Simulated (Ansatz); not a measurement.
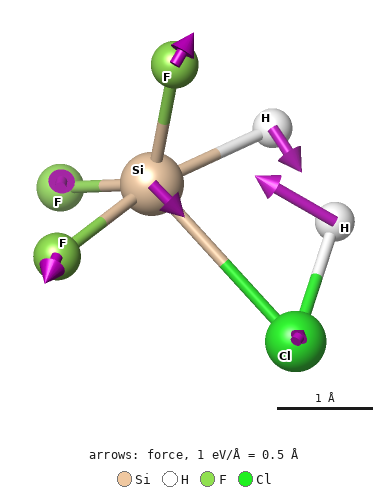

Starting geometry of SiH2ClF3 with the computed forces as purple arrows. A ball-and-stick model, seen at a tilt.

The reaction that was planned forms Si1–Cl7, H2–H6 and breaks Si1–H2, H6–Cl7 (atoms numbered from 1 in input order).

Method: Ansatz, RKS PBE0-D4/def2-SVP. Settings: held fixed: the distance between atoms 1 (Si) and 7 (Cl), the distance between atoms 2 (H) and 6 (H), the distance between atoms 1 (Si) and 2 (H), the distance between atoms 6 (H) and 7 (Cl), counting from 1; force threshold 0.04 eV/Å; at most 150 steps.

### Is this structure relaxed? If not, where do the atoms go?

It isn't relaxed: the largest force vector, on an H atom, is 1.99 eV/Å. The final displacements follow the starting forces only in part (cosine between the two patterns 0.51). The atom that moves furthest after the best rigid fit is an H atom (0.21 Å). By element the largest moves are H 0.21 Å, F 0.11 Å, Cl 0.07 Å, Si 0.06 Å. Near-neighbour distances that change, for instance: F–Si 1.592 → 1.606 Å. Among the angles between lasting bonds that change: Si–Cl–H 64.5° → 55.3°, H–Si–Cl 77.8° → 83.9°, H–Si–F 88.8° → 82.7°. Over 5 geometry steps the energy falls by 4.92 kcal/mol. The largest force component goes from 0.75 to 0.00099 eV/Å.
